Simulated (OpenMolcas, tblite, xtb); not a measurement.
# How methods differ on SiHCl2OF (SMILES O[Si](F)(Cl)Cl)

SiHCl2OF has 6 atoms, charge 0, and is taken as a singlet. As SMILES, `O[Si](F)(Cl)Cl`. The coordinates come from a PBE0-D4/def2-TZVP relaxation. This is one conformer, not always the lowest.

```xyz
6

O    -0.5077    0.4537    1.1225
Si    0.2195    0.0134   -0.2474
F     1.5832   -0.7267    0.0444
Cl   -0.9213   -1.2729   -1.3196
Cl    0.6180    1.6839   -1.2945
H    -0.9496   -0.2155    1.6485
```

Quantity: the dipole moment, in D. The values are calculated.

```tsv
level	kind	program	value (D)
IPEA1-xTB	semi-empirical	tblite	3.14
GFN0-xTB	semi-empirical	xtb	2.16
HF/def2-SVP	Hartree–Fock	OpenMolcas	2.02
SVWN5/def2-SVP	LDA	OpenMolcas	1.90
BLYP/def2-SVP	GGA	OpenMolcas	1.82
PBE/def2-SVP	GGA	OpenMolcas	1.85
M06-L/def2-SVP	meta-GGA	OpenMolcas	1.93
M06-2X/def2-SVP	hybrid meta-GGA	OpenMolcas	1.95
```

The values span 1.82 to 3.14 D. Magnitudes only.

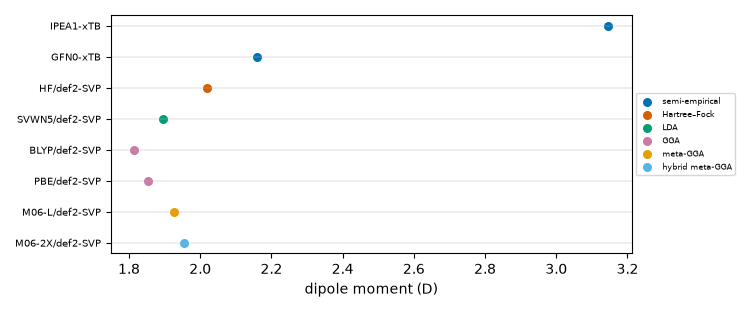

The values of the table, level by level.
